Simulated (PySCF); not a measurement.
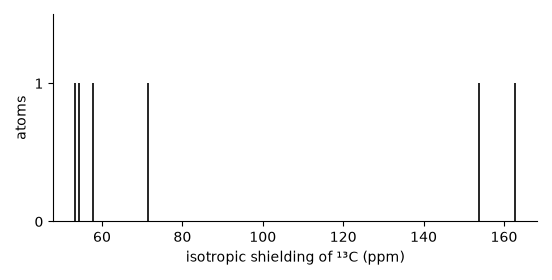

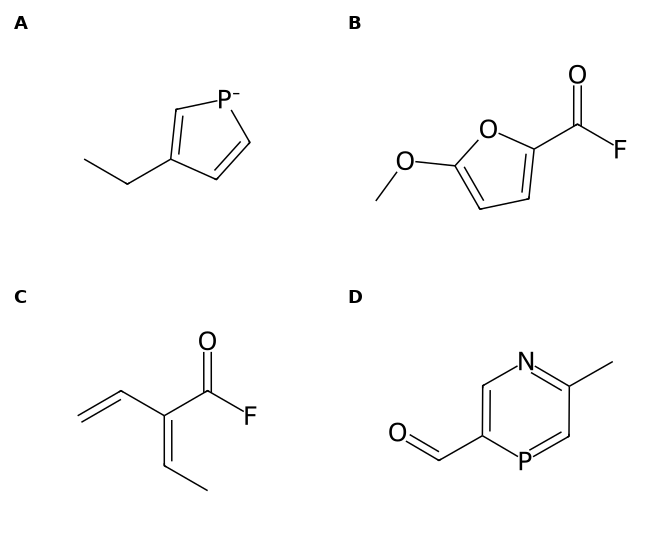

The sticks are computed shieldings of one of the molecules, for one fixed geometry (GFN2-xTB) without averaging over rotations. Low shielding means a high chemical shift. Method: GIAO PBE0/pcSseg-1 NMR shielding, non-relativistic, gas phase (PySCF 2.14.0).

Question: Match the spectrum to a structure.

Answer: A, `CCc1cc[p-]c1`. Its 6 C atoms give lines at 53.3, 54.2, 57.6, 71.4, 153.9, 162.8 ppm.

The geometry is semi-empirical. Around P such bond lengths and angles can be off by a tenth of an ångström or more and by several degrees, and values that hang on the shape move with them.
